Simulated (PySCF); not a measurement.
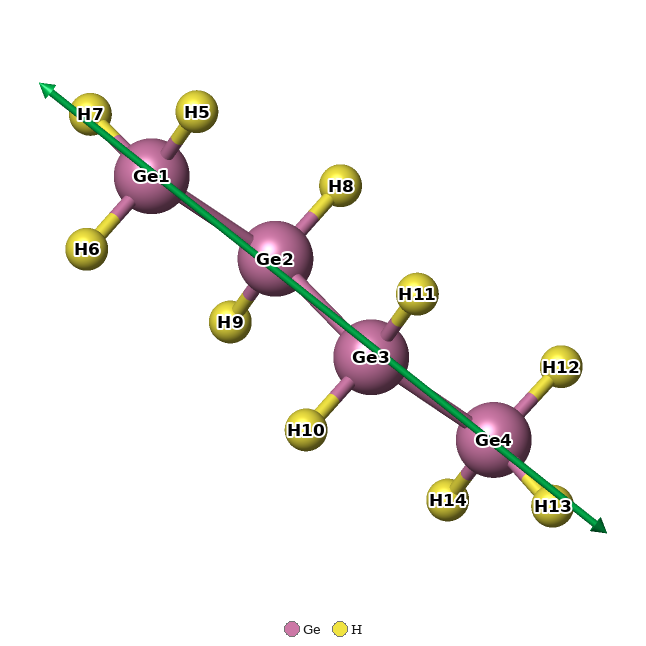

The double arrow shows the direction of the transition dipole to excited singlet state 1 (its length means nothing). Computed geometry: PBE0-D3(BJ)/def2-SVP optimisation. No frequency run is at hand to confirm it as a minimum. Level of theory: TDDFT CAM-B3LYP/def2-SVPD, vertical, gas phase, core orbitals frozen in the response (PySCF 2.14.0).

> How is the transition polarised?

Close to the long direction Ge1···Ge4.

> Give its energy, strength and character.

6.41 eV (194 nm), oscillator strength 1.02, mainly HOMO → LUMO (weight 0.89); transition dipole 6.49 D.
